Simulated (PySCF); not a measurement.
## A study: C$_{4}$H$_{7}$FN$_{2}$, SMILES `CN1CC(F)C=N1`

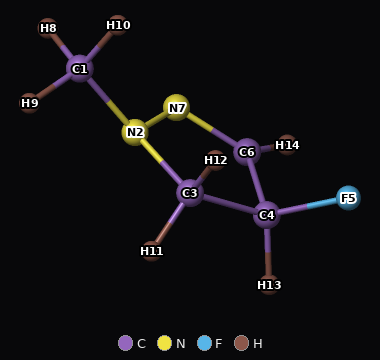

The molecule, with its atoms numbered as below. No frequency check shows the geometry to be a minimum.

Coordinates in Å:

```
C1      -2.3390   -0.3734    0.3301
N2      -1.0864    0.0121   -0.2567
C3      -0.0099   -0.9731   -0.3957
C4       1.2573   -0.1099   -0.3835
F5       2.1550   -0.5311    0.5847
C6       0.6710    1.2451   -0.0584
N7      -0.5981    1.2209    0.0400
H8      -2.9665    0.5123    0.3894
H9      -2.8193   -1.1178   -0.3050
H10     -2.2137   -0.7903    1.3373
H11     -0.1377   -1.5336   -1.3227
H12     -0.0003   -1.6688    0.4515
H13      1.8161   -0.1260   -1.3261
H14      1.2414    2.1410    0.0755
```

Part 1: In an electric field

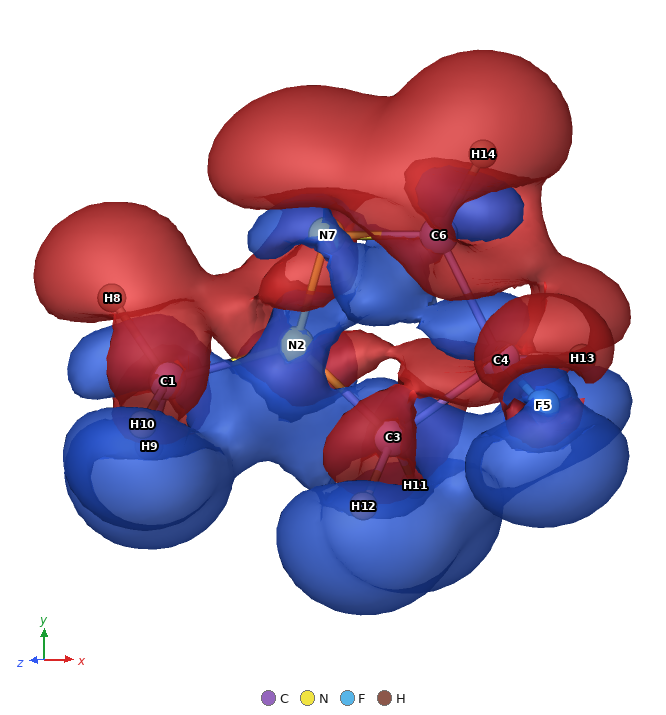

Change of the electron density in a uniform field of 0.21 V/Å, surfaces at ±0.0008 e/Å³ (blue: gain, red: loss).

PySCF calculation, PBE0/def2-SVPD, gas phase; geometry: GFN2-xTB.

**Along which Cartesian direction does the field point?**

Along +y: electrons gather on the −y side, against the field.

**What dipole is induced, and what polarisability does it imply?**

The induced dipole is 0.64 D (along the field); α along this axis, from the fields in both directions, is 63 bohr³ (9.3 Å³).

**Which atoms gain and lose the most charge?**

Electrons gather most on H12 (Hirshfeld charge changes by −0.007 e) and leave H14 most (+0.009 e); 0.061 electrons are displaced in all.

Part 2: Removing or adding an electron

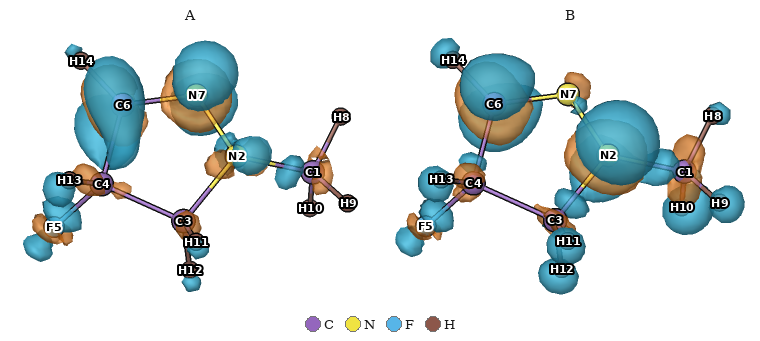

The two Fukui functions at ±0.04 e/Å³ (light blue positive, orange negative).

Level of theory: r2SCAN/def2-SVP (PySCF), at a geometry from GFN2-xTB.

**Which panel is f⁻ (electron removed) and which f⁺ (electron added)?**

A is f⁺, B is f⁻. f⁻ (Hirshfeld-condensed) is largest on N2 (0.19) and C6 (0.18); the vertical ionisation energy is 8.11 eV (the stability of the cation's solution wasn't checked). f⁺ (Hirshfeld-condensed) is largest on N7 (0.18) and C6 (0.17); the vertical electron affinity is −2.05 eV (the stability of the anion's solution wasn't checked; negative, but this basis has no diffuse functions, so it doesn't show that the anion is unbound).

**What chemical potential and hardness follow from the two energies?**

μ = −(I + A)/2 = −3.03 eV and η = I − A = 10.16 eV.

Part 3: Localised orbitals

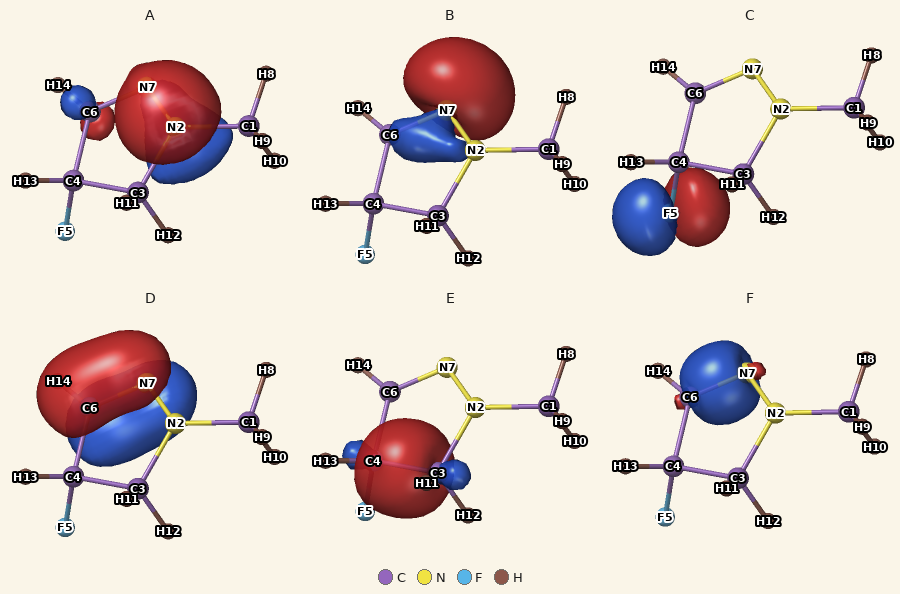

Pipek–Mezey orbitals, occupied; each surface holds about 85 % of the orbital's density. Energies are diagonal elements of the Fock matrix.

Computed with PySCF, TPSS/def2-SVPD, geometry: GFN2-xTB.

**What does each orbital represent in a Lewis picture?**

By panel:
- A: p-type lone pair on N2, partly delocalised onto N7 and C6 (N2 86 %, N7 6 %, C6 5 %; −7.8 eV)
- B: lone pair on N7 (sp1.7-type) (N7 96 %; −8.8 eV)
- C: lone pair on F5 (p-type) (F5 98 %; −9.6 eV)
- D: π bond N7–C6 (N7 49 %, C6 49 %; −8.4 eV)
- E: σ bond C3–C4 (C3 50 %, C4 49 %; −13.9 eV)
- F: σ bond N7–C6 (N7 56 %, C6 43 %; −19.1 eV)

**How do all the valence pairs divide up?**

20 pairs: 14 σ bonds, 4 lone pairs, 1 two-centre π bond and 1 partly delocalised lone pair.

Part 4: Magnetic shielding

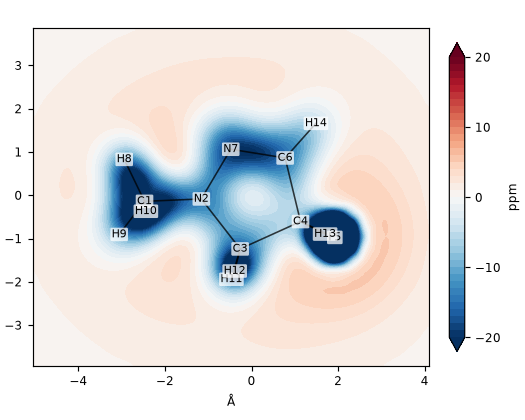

NICSzz (the component normal to the ring) 1.0 Å above the plane of the 5-membered ring N2/C3/C4/C6/N7; GIAO shieldings; atoms are projected onto the map; negative values mean shielding.

PySCF calculation, B3LYP/def2-SVP, gas phase; geometry: GFN2-xTB.

**Classify the ring and give its NICS values.**

It is neither clearly shielded nor deshielded above its centre; an sp³ atom breaks the ring's conjugation, so the values mix its σ bonds and separate π bonds and show no closed π ring current: NICS(0) = −2.8, NICS(1) = −3.1 and −3.9, NICS(1)zz = −2.4 and −6.6 (two faces) ppm.

**What absolute proton shieldings does the same calculation give?**

From 26.0 ppm (H14) to 29.4 ppm (H10).

The PySCF runs shown took 2.2 min, 5.3 min, 120 s and 93 s on 1 thread of Intel(R) Xeon(R) Processor @ 2.50GHz (Skylake/Cascade Lake) (shared host).
